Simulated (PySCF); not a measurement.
C₅H₉O₂S: EPR calculation

System: C₅H₉O₂S, multiplicity 2, SMILES O=S1(=O)C[CH]CCC1.
Method: UKS B3LYP, pcH-1 on C H O S, non-relativistic, mean-field spin-orbit, GIAO (PySCF 2.14.0).

It belongs to a series of runs on one base structure; here: H removed from sp3 C.

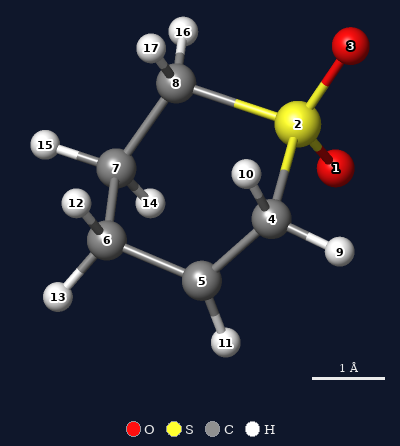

*The structure (ball-and-stick view, seen at a tilt; atoms are numbered from 1 in the order of the input).*

Bond lengths as drawn: C–C 1.43 to 1.55 Å, C–H 1.08 to 1.09 Å, C–S 1.84 to 1.91 Å and O–S 1.44 Å.

The input
```
{"job": {"kind": "epr", "basis": "pcH-1"}, "charge": 0, "multiplicity": 2}
O      1.809083    -0.798219    -1.317131
S      1.289739    -0.982726     0.010375
O      2.052426    -1.795708     0.923786
C     -0.519152    -1.588947    -0.078047
C     -1.241654    -0.554461    -0.751756
C     -1.332286     0.778310    -0.103876
C      0.059707     1.449705    -0.083625
C      1.036102     0.669987     0.766396
H     -0.485226    -2.546421    -0.585236
H     -0.734358    -1.702774     0.981668
H     -1.343368    -0.606818    -1.822570
H     -1.685308     0.683801     0.927353
H     -2.024766     1.420771    -0.648386
H      0.450918     1.498687    -1.101542
H     -0.036027     2.469924     0.298899
H      2.020266     1.130499     0.798383
H      0.676907     0.486421     1.775400
```

The first line tells a small driver script what to run in PySCF; the rest is the geometry in Å.

Run as:
```bash
OMP_NUM_THREADS=1 python <driver script> task.json out
```

The program's output
```
UKS, coarse grid
  cycle   1  E = -744.21252093  |g| = 8.95e-01
  cycle   2  E = -743.30398262  |g| = 1.80e+00
  cycle   3  E = -744.47461285  |g| = 2.02e-01
  cycle   4  E = -744.49184436  |g| = 8.80e-02
  cycle   5  E = -744.49557696  |g| = 1.61e-02
  cycle   6  E = -744.49567207  |g| = 8.81e-03
  cycle   7  E = -744.49569995  |g| = 4.00e-03
  cycle   8  E = -744.49570655  |g| = 1.32e-03
  cycle   9  E = -744.49570770  |g| = 3.61e-04
UKS, final grid
  cycle   1  E = -744.49569136  |g| = 5.61e-04
  cycle   2  E = -744.49569110  |g| = 1.01e-03
  cycle   3  E = -744.49569150  |g| = 1.19e-04
  cycle   4  E = -744.49569151  |g| = 3.01e-05
  cycle   5  E = -744.49569151  |g| = 1.88e-05
E = -744.49569151 Eh   <S^2> = 0.7553 (exact 0.7500)
g shifts (ppm)      1          2          3
  rmc          -182       -182       -182
  gc             -0         25         39
  oz_so         125       1102       2528
  total         -56        946       2386
hyperfine (MHz)  atom isotope    a_iso     a_fc   dipolar eigenvalues
    0   17O      -1.28      -1.25     -9.38      4.21      5.17
    1   33S      77.42      77.62    -10.43    -10.28     20.71
    2   17O      -3.22      -3.15    -19.16      9.42      9.74
    3   13C     -32.25     -32.26     -6.41      0.56      5.84
    4   13C     108.41     108.50    -73.49    -72.65    146.14
    5   13C     -26.39     -26.40     -2.40     -0.36      2.77
    6   13C      66.50      66.49     -5.95     -5.65     11.61
    7   13C       4.63       4.63     -2.11     -1.21      3.32
    8    1H      15.93      15.93     -4.90     -2.90      7.80
    9    1H      53.01      53.00     -4.78     -2.89      7.67
   10    1H     -51.62     -51.63    -34.60     -0.73     35.33
   11    1H      37.83      37.83     -4.56     -3.87      8.44
   12    1H      16.55      16.55     -4.91     -3.70      8.61
   13    1H      -1.85      -1.86     -4.94     -1.96      6.89
   14    1H      26.11      26.11     -3.32     -1.48      4.81
   15    1H       8.18       8.18     -1.71     -0.90      2.62
   16    1H      -1.12      -1.12     -1.56     -1.47      3.03
```

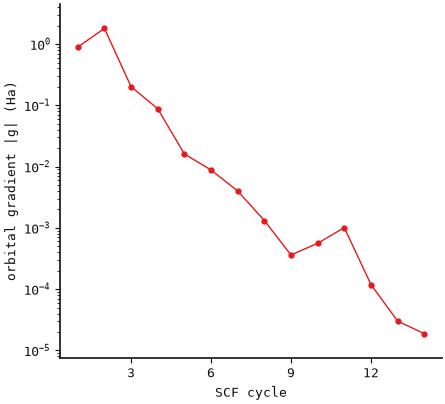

*Convergence of the self-consistent field: orbital gradient |g| against the SCF cycle.*

All cycles printed in the log are drawn one after another.

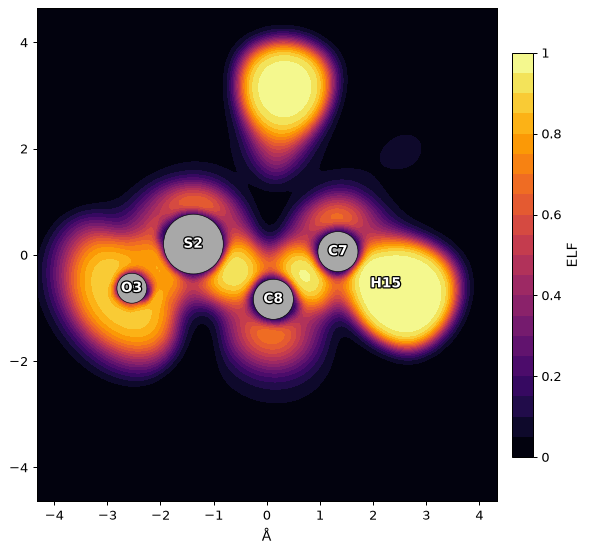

*ELF on the plane of atoms C8, C7 and H15. Grey discs, where drawn, cover atomic cores.*

Atoms in the plane: S, O, C and H. S–O (1.44 Å): the ELF peaks at about 0.80 between the atoms, which marks a shared but strongly polarised pair. C–H (1.09 Å): the ELF climbs to about 1 towards the hydrogen, as it does in any bond to H (a covalent bond by its length). C–C (1.51 Å): the ELF peaks at about 0.95 between the atoms (a shared electron pair).

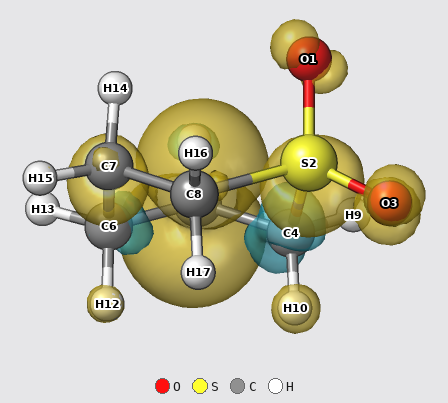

*Isosurfaces of the spin density (α minus β) at +0.02 (yellow) and −0.02 e/Å³ (cyan), seen from the side.*

The unpaired spin (1 electron) lies mostly on C5 (about 0.6) and S2 (about 0.1), in electrons by Hirshfeld's partition.

Key numbers

| quantity | value |
| --- | --- |
| outcome | converged |
| total energy | −744.495692 hartree |
| ⟨S²⟩ | 0.755 |
| isotropic g | 2.0034 |
| hardware | 1 CPU thread, shared host |
| wall time | 86 s |
| peak memory | 1.1 GiB |
